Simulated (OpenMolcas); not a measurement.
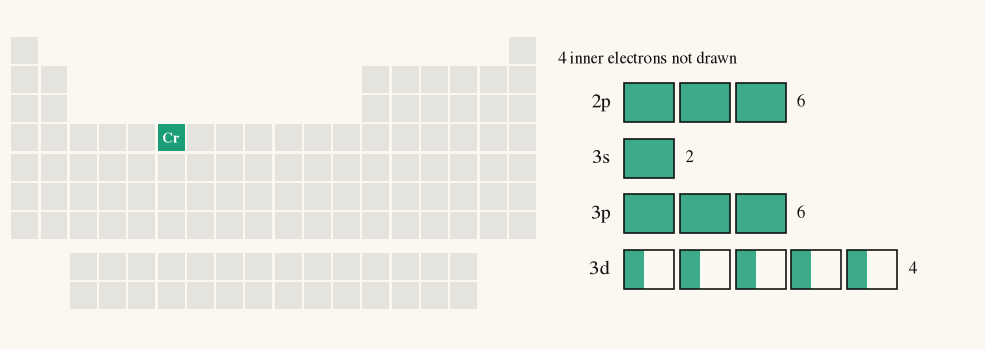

*Left, the place of chromium in the periodic table; right, the outer shells of the leading configuration of the lowest level: a box for each of the 2l + 1 orbitals, shaded by the share of the shell that is filled, with the electron count at the right.*

## Cr²⁺ complex: multiconfigurational calculation (part 1 of 2)

System: Cr²⁺ with 4 ligands (Cl; tetrahedron, 2.43 Å), neutralised by 4 outer point charges of +0.5 e, whose field is part of the energies.
Method: state-averaged CASSCF, active space 4 electrons in the shell 3d, basis ANO-RCC-VDZP on the metal and ANO-RCC-VDZP on the ligands, DKH2 scalar Hamiltonian, spin-orbit coupling by RASSI with atomic mean-field integrals (OpenMolcas).

**Results in brief**

| quantity | value |
| --- | --- |
| outcome | converged |
| energy of the lowest spin-free term | −2894.12017 hartree |
| energy of the lowest spin-orbit level | −2894.12090 hartree |
| largest spread among components of a term | 0.0 cm⁻¹ |
| hardware | 1 thread of Arm Neoverse V2, 24 GiB of memory available, shared host |
| wall time | 42 s |

**Notes**

Without dynamic correlation the splittings between terms come out too large, often by 20 to 50 %. Limits: distances are set from ionic radii, not optimised.

**Input**
```
&GATEWAY
Coord
5

Cr 0.0 0.0 0.0
Cl 1.402961 1.402961 1.402961
Cl 1.402961 -1.402961 -1.402961
Cl -1.402961 1.402961 -1.402961
Cl -1.402961 -1.402961 1.402961
Basis=Cr.ANO-RCC-VDZP,Cl.ANO-RCC-VDZP
Group=NoSym
NoMove
AngMom=0.0 0.0 0.0
AMFI
RICD
XField
4 Angstrom 0
2.904072 2.904072 2.904072 0.500000
2.904072 -2.904072 -2.904072 0.500000
-2.904072 2.904072 -2.904072 0.500000
-2.904072 -2.904072 2.904072 0.500000
&SEWARD
&RASSCF
FileOrb=start.orb
Symmetry=1
Spin=5
nActEl=4 0 0
Inactive=45
Ras2=5
CIRoot=5 5 1
SDav=5
CIMx=300
Iter=150 100
PrWF=0.3
OrbListing=Nothing
MaxOrb=0
LevShft=1.0
>>> COPY $Project.JobIph JOB001
&RASSCF
FileOrb=start.orb
Symmetry=1
Spin=3
nActEl=4 0 0
Inactive=45
Ras2=5
CIRoot=45 45 1
SDav=45
CIMx=300
Iter=150 100
PrWF=0.3
OrbListing=Nothing
MaxOrb=0
LevShft=1.0
>>> COPY $Project.JobIph JOB002
&RASSCF
FileOrb=start.orb
Symmetry=1
Spin=1
nActEl=4 0 0
Inactive=45
Ras2=5
CIRoot=50 50 1
SDav=50
CIMx=300
Iter=150 100
PrWF=0.3
OrbListing=Nothing
MaxOrb=0
LevShft=1.0
>>> COPY $Project.JobIph JOB003
&RASSI
NrOfJobIphs=3 5 45 50
1 2 3 4 5
1 2 3 4 5 6 7 8 9 10 11 12 13 14 15 16 17 18 19 20 21 22 23 24 25 26 27
28 29 30 31 32 33 34 35 36 37 38 39 40 41 42 43 44 45
1 2 3 4 5 6 7 8 9 10 11 12 13 14 15 16 17 18 19 20 21 22 23 24 25 26 27
28 29 30 31 32 33 34 35 36 37 38 39 40 41 42 43 44 45 46 47 48 49 50
IphNames
JOB001
JOB002
JOB003
EJob
SpinOrbit
DIPRint=1.0
SOCoupling=1000.0
Subsets=2
Property=9
'ANGMOM' 1 'ANGMOM' 2 'ANGMOM' 3 'MLTPL  1' 1 'MLTPL  1' 2 'MLTPL  1' 3
'AMFI' 1 'AMFI' 2 'AMFI' 3
SOProperty=3
'ANGMOM' 1 'ANGMOM' 2 'ANGMOM' 3
```

The file start.orb holds starting orbitals from an earlier step. A driver script formed the levels outside the program, from RASSI's spin-orbit matrix and the active-space energies, averaged over the components of each term or state.

Run as:
```bash
OMP_NUM_THREADS=1 MOLCAS_MEM=2457 MOLCAS_PROJECT=a pymolcas a.inp > a.log  # once for each step of the input, in one work folder
```

**The program's output (extracts)**
```
--- SEWARD ---
Basis set label: CR.ANO-RCC...5S4P2D1F.

      Electronic valence basis set:
      ------------------
      Associated Effective Charge  24.000000 au
      Associated Actual Charge     24.000000 au
      Nuclear Model: Point charge

      Shell  nPrim  nBasis  Cartesian Spherical Contaminant
         s      21       5        X
         p      15       4        X
         d      10       2                 X
         f       6       1                 X
                  Relativistic Douglas-Kroll-Hess integrals:
                    - DKH order of Hamiltonian: 2
                    - DKH order of Properties : 0
                  Atomic mean-field integrals
--- RASSCF ---
Wave function specifications:
      -----------------------------

      Number of closed shell electrons          90
      Number of electrons in active shells       4
      Max number of holes in RAS1 space          0
      Max nr of electrons in RAS3 space          0
      Number of inactive orbitals               45
      Number of active orbitals                  5
      Number of secondary orbitals              56
      Spin quantum number                      2.0
      State symmetry                             1
Orbital specifications:
      -----------------------

      Symmetry species                           1
                                                 a
      Frozen orbitals                            0
      Inactive orbitals                         45
      Active orbitals                            5
      RAS1 orbitals                              0
      RAS2 orbitals                              5
      RAS3 orbitals                              0
      Secondary orbitals                        56
      Deleted orbitals                           0
      Number of basis functions                106
      Number of CSFs                             5
      Number of root(s) required                 5
      Iter CI   SX   CI       RASSCF       Energy    max ROT     max BLB   max BLB  Level Ln srch  Step   QN
          iter iter root      energy       change     param      element    value   shift minimum  type update
 Nr of preliminary CI iterations:   1
      Total energies have been shifted. Add                -2000.00 au
        1   1   11    0  -893.83172057    0.00E+00  -6.35E-02    9  70 1 -1.25E-01*  0.87   0.00    SX    NO
        2   1   11    0  -894.07157729   -2.40E-01* -1.29E-02    7  68 1  7.40E-02*  0.77   0.00    SX    NO
        3   1   10    0  -894.10803346   -3.65E-02* -6.57E-03   39  98 1  1.04E-02*  0.78   0.00    SX    NO
        4   1   10    0  -894.11364324   -5.61E-03* -3.35E-03   39  98 1  8.42E-03*  0.79   0.00    SX    NO
        5   1    9    0  -894.11493727   -1.29E-03* -3.52E-03   12  71 1  4.72E-03*  0.79   2.10    LS   YES
        6   1    9    0  -894.11542573   -4.88E-04* -1.20E-03    9  70 1 -5.87E-03*  0.79   1.04    QN   YES
        7   1    8    0  -894.11550107   -7.53E-05* -1.21E-03   47  56 1 -8.30E-04*  0.79   1.51    QN   YES
        8   1    7    0  -894.11552253   -2.15E-05*  2.39E-04   12  71 1 -5.42E-04*  0.79   1.09    QN   YES
        9   1    7    0  -894.11552448   -1.95E-06*  1.90E-04    7  68 1  2.39E-04*  0.79   1.80    LS   YES
       10   1    7    0  -894.11552495   -4.70E-07* -4.07E-05    7  68 1  3.61E-04*  0.79   0.99    QN   YES
       11   1    6    0  -894.11552528   -3.37E-07* -2.12E-05   39  98 1  8.32E-05   0.79   1.52    LS   YES
       12   1    6    0  -894.11552532   -3.42E-08*  1.56E-05    9  70 1 -1.13E-04*  0.79   1.03    QN   YES
       13   1    6    0  -894.11552536   -4.05E-08*  1.42E-05    7  68 1 -3.67E-05   0.79   1.69    QN   YES
       14   1    5    0  -894.11552537   -1.06E-08*  3.28E-06   50  59 1 -4.75E-06   0.79   1.08    QN   YES
       15   1    4    0  -894.11552537   -5.48E-10  -2.91E-06   39  98 1 -3.47E-06   0.79   2.50    QN   YES
      Convergence after 15 iterations
       16   1    4    0  -894.11552537   -2.15E-10  -2.91E-06   39 105 1 -6.65E-07   0.79   2.50    QN   YES
      Natural orbitals and occupation numbers for root  1
      sym 1:   0.000000   1.000000   1.000000   1.000000   1.000000
      Natural orbitals and occupation numbers for root  2
      sym 1:   1.000000   0.000000   1.000000   1.000000   1.000000
      Natural orbitals and occupation numbers for root  3
      sym 1:   0.000000   1.000000   1.000000   1.000000   1.000000
::    RASSCF root number  1 Total energy:  -2894.12017481
::    RASSCF root number  2 Total energy:  -2894.12017481
::    RASSCF root number  3 Total energy:  -2894.12017481
::    RASSCF root number  4 Total energy:  -2894.10855120
::    RASSCF root number  5 Total energy:  -2894.10855120
--- RASSCF ---
Wave function specifications:
      -----------------------------

      Number of closed shell electrons          90
      Number of electrons in active shells       4
      Max number of holes in RAS1 space          0
      Max nr of electrons in RAS3 space          0
      Number of inactive orbitals               45
      Number of active orbitals                  5
      Number of secondary orbitals              56
      Spin quantum number                      1.0
      State symmetry                             1
Orbital specifications:
      -----------------------

      Symmetry species                           1
                                                 a
      Frozen orbitals                            0
      Inactive orbitals                         45
      Active orbitals                            5
      RAS1 orbitals                              0
      RAS2 orbitals                              5
      RAS3 orbitals                              0
      Secondary orbitals                        56
      Deleted orbitals                           0
      Number of basis functions                106
      Number of CSFs                            45
      Number of root(s) required                45
      Iter CI   SX   CI       RASSCF       Energy    max ROT     max BLB   max BLB  Level Ln srch  Step   QN
          iter iter root      energy       change     param      element    value   shift minimum  type update
 Nr of preliminary CI iterations:   1
      Total energies have been shifted. Add                -2000.00 au
        1   1   10    0  -893.98481746    0.00E+00  -1.15E-02   50  59 1 -1.75E-02*  0.80   0.00    SX    NO
        2   1    9    0  -893.98620811   -1.39E-03* -2.78E-03   28  70 1 -1.26E-02*  0.78   0.00    SX    NO
        3   1    9    0  -893.98653003   -3.22E-04* -1.94E-03   50  59 1 -2.84E-03*  0.78   0.00    SX    NO
        4   1    9    0  -893.98662439   -9.44E-05* -1.04E-03   26  67 1 -1.75E-03*  0.78   0.00    SX    NO
        5   1    8    0  -893.98665607   -3.17E-05* -1.45E-03   36  47 1  9.09E-04*  0.78   2.41    LS   YES
        6   1    8    0  -893.98667238   -1.63E-05*  2.97E-04   28  70 1  1.37E-03*  0.78   1.01    QN   YES
        7   1    7    0  -893.98667396   -1.58E-06*  1.17E-04   50  59 1  2.15E-04*  0.78   0.98    QN   YES
        8   1    6    0  -893.98667423   -2.75E-07*  1.75E-04   50  59 1  8.04E-05   0.78   2.50    LS   YES
        9   1    7    0  -893.98667421    2.39E-08*  6.78E-05   47  56 1 -1.24E-04*  0.78   0.45    LS   YES
       10   1    6    0  -893.98667427   -6.82E-08* -2.81E-05   47  56 1 -5.07E-05   0.78   1.37    QN   YES
       11   1    6    0  -893.98667429   -1.96E-08* -1.78E-05   41  52 1 -2.06E-05   0.78   1.45    QN   YES
       12   1    5    0  -893.98667430   -6.43E-09   7.46E-06   41  52 1 -8.26E-06   0.78   1.29    QN   YES
      Convergence after 12 iterations
       13   1    5    0  -893.98667430   -8.58E-10   7.46E-06   34  67 1 -3.47E-06   0.78   1.29    QN   YES
      Natural orbitals and occupation numbers for root  1
      sym 1:   0.370102   0.201402   0.704746   1.557235   1.166515
      Natural orbitals and occupation numbers for root  2
      sym 1:   0.380308   0.201596   0.693801   1.545110   1.179184
      Natural orbitals and occupation numbers for root  3
      sym 1:   0.224220   0.973640   0.208078   0.850666   1.743396
::    RASSCF root number  1 Total energy:  -2894.04083170
::    RASSCF root number  2 Total energy:  -2894.04083170
::    RASSCF root number  3 Total energy:  -2894.04083170
::    RASSCF root number  4 Total energy:  -2894.03637822
::    RASSCF root number  5 Total energy:  -2894.03637822
::    RASSCF root number  6 Total energy:  -2894.03637822
::    RASSCF root number  7 Total energy:  -2894.03132693
::    RASSCF root number  8 Total energy:  -2894.03132693
::    RASSCF root number  9 Total energy:  -2894.03132693
::    RASSCF root number 10 Total energy:  -2894.02761722
::    RASSCF root number 11 Total energy:  -2894.02761722
::    RASSCF root number 12 Total energy:  -2894.02227582
::    RASSCF root number 13 Total energy:  -2894.02227582
::    RASSCF root number 14 Total energy:  -2894.02227582
::    RASSCF root number 15 Total energy:  -2894.01992696
::    RASSCF root number 16 Total energy:  -2894.01992696
::    RASSCF root number 17 Total energy:  -2894.01992696
::    RASSCF root number 18 Total energy:  -2894.01492926
::    RASSCF root number 19 Total energy:  -2894.01492926
::    RASSCF root number 20 Total energy:  -2894.01492926
::    RASSCF root number 21 Total energy:  -2894.01353844
::    RASSCF root number 22 Total energy:  -2894.01260030
::    RASSCF root number 23 Total energy:  -2894.01260030
::    RASSCF root number 24 Total energy:  -2894.01260030
::    RASSCF root number 25 Total energy:  -2894.00845378
::    RASSCF root number 26 Total energy:  -2894.00845378
::    RASSCF root number 27 Total energy:  -2894.00143290
::    RASSCF root number 28 Total energy:  -2894.00126816
::    RASSCF root number 29 Total energy:  -2894.00126816
::    RASSCF root number 30 Total energy:  -2894.00126816
--- RASSCF ---
Wave function specifications:
      -----------------------------

      Number of closed shell electrons          90
      Number of electrons in active shells       4
      Max number of holes in RAS1 space          0
      Max nr of electrons in RAS3 space          0
      Number of inactive orbitals               45
      Number of active orbitals                  5
      Number of secondary orbitals              56
      Spin quantum number                      0.0
      State symmetry                             1
Orbital specifications:
      -----------------------

      Symmetry species                           1
                                                 a
      Frozen orbitals                            0
      Inactive orbitals                         45
      Active orbitals                            5
      RAS1 orbitals                              0
      RAS2 orbitals                              5
      RAS3 orbitals                              0
      Secondary orbitals                        56
      Deleted orbitals                           0
      Number of basis functions                106
      Number of CSFs                            50
      Number of root(s) required                50
      Iter CI   SX   CI       RASSCF       Energy    max ROT     max BLB   max BLB  Level Ln srch  Step   QN
          iter iter root      energy       change     param      element    value   shift minimum  type update
 Nr of preliminary CI iterations:   1
      Total energies have been shifted. Add                -2000.00 au
        1   1    9    0  -893.92319326    0.00E+00  -5.52E-03   50  59 1 -8.32E-03*  0.78   0.00    SX    NO
        2   1    9    0  -893.92354627   -3.53E-04* -1.72E-03   29  68 1 -6.32E-03*  0.78   0.00    SX    NO
        3   1    9    0  -893.92363499   -8.87E-05* -9.87E-04   50  59 1 -1.43E-03*  0.78   0.00    SX    NO
        4   1    8    0  -893.92366287   -2.79E-05* -6.69E-04   36  47 1  9.58E-04*  0.78   0.00    SX    NO
        5   1    8    0  -893.92367282   -9.95E-06* -9.97E-04   36  47 1  5.90E-04*  0.78   2.50    LS   YES
        6   1    7    0  -893.92367840   -5.58E-06*  1.58E-04   29  68 1  8.17E-04*  0.78   1.00    QN   YES
        7   1    7    0  -893.92367892   -5.17E-07*  6.41E-05   50  59 1  1.20E-04*  0.78   0.95    QN   YES
        8   1    6    0  -893.92367900   -7.74E-08*  9.61E-05   50  59 1  4.20E-05   0.78   2.50    LS   YES
        9   1    6    0  -893.92367900    2.25E-09   3.44E-05   47  56 1 -7.63E-05   0.78   0.49    LS   YES
      Convergence after  9 iterations
       10   1    6    0  -893.92367902   -1.97E-08*  3.44E-05   47  56 1 -3.60E-05   0.78   0.49    LS   YES
      Natural orbitals and occupation numbers for root  1
      sym 1:   0.102848   0.102848   0.102848   1.845728   1.845728
      Natural orbitals and occupation numbers for root  2
      sym 1:   0.297457   0.069798   0.772299   1.651353   1.209092
      Natural orbitals and occupation numbers for root  3
      sym 1:   0.069840   0.074415   1.004216   1.856216   0.995312
::    RASSCF root number  1 Total energy:  -2894.00904860
::    RASSCF root number  2 Total energy:  -2894.00166841
::    RASSCF root number  3 Total energy:  -2894.00166841
::    RASSCF root number  4 Total energy:  -2894.00166841
::    RASSCF root number  5 Total energy:  -2893.99454053
::    RASSCF root number  6 Total energy:  -2893.99454053
::    RASSCF root number  7 Total energy:  -2893.99454053
::    RASSCF root number  8 Total energy:  -2893.98903595
::    RASSCF root number  9 Total energy:  -2893.98903595
::    RASSCF root number 10 Total energy:  -2893.98615031
::    RASSCF root number 11 Total energy:  -2893.98458460
::    RASSCF root number 12 Total energy:  -2893.98437768
::    RASSCF root number 13 Total energy:  -2893.98437768
::    RASSCF root number 14 Total energy:  -2893.98437768
::    RASSCF root number 15 Total energy:  -2893.98228377
::    RASSCF root number 16 Total energy:  -2893.98228377
::    RASSCF root number 17 Total energy:  -2893.98228377
::    RASSCF root number 18 Total energy:  -2893.97714436
::    RASSCF root number 19 Total energy:  -2893.97714436
::    RASSCF root number 20 Total energy:  -2893.97207593
::    RASSCF root number 21 Total energy:  -2893.97207593
::    RASSCF root number 22 Total energy:  -2893.97207593
::    RASSCF root number 23 Total energy:  -2893.95670492
::    RASSCF root number 24 Total energy:  -2893.95491402
::    RASSCF root number 25 Total energy:  -2893.95491402
::    RASSCF root number 26 Total energy:  -2893.95491402
::    RASSCF root number 27 Total energy:  -2893.94366714
::    RASSCF root number 28 Total energy:  -2893.94366714
::    RASSCF root number 29 Total energy:  -2893.92713776
::    RASSCF root number 30 Total energy:  -2893.92389035
```

(Continued in part 2.)
